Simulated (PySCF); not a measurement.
Molecule: C₂H₉GaO₂, singlet. Atoms near the plane z = 0.0 Å, at the PBE0/def2-SVP optimised geometry (x, y, z in Å): Ga1 (-1.8, -0.3, 0.0), H3 (-2.0, 1.2, 0.0), O7 (0.3, -0.3, 0.0), H13 (1.2, 1.3, -1.1).

Computed with PBE0/def2-TZVP run with PySCF 2.14.0. Cells within 0.4 Å of a nucleus heavier than hydrogen are left out (blank, or x). The values are rescaled to run from 0 to 1.

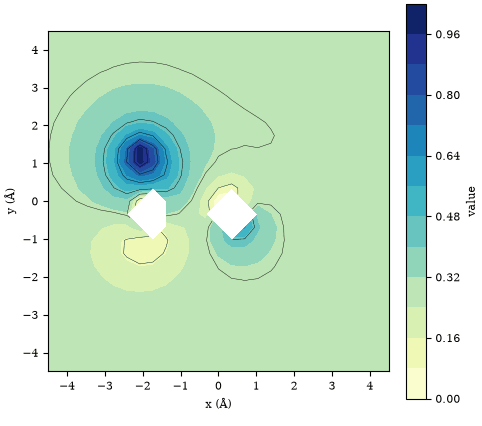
Figure: a field on the plane z = 0.0 Å.

### Question
Which quantity is mapped?
A. an orbital amplitude
B. Laplacian of the electron density
C. electron localisation function
D. log10 of the electron density

### Answer
A, an orbital amplitude. In full: HOMO amplitude (bohr^(-3/2)).
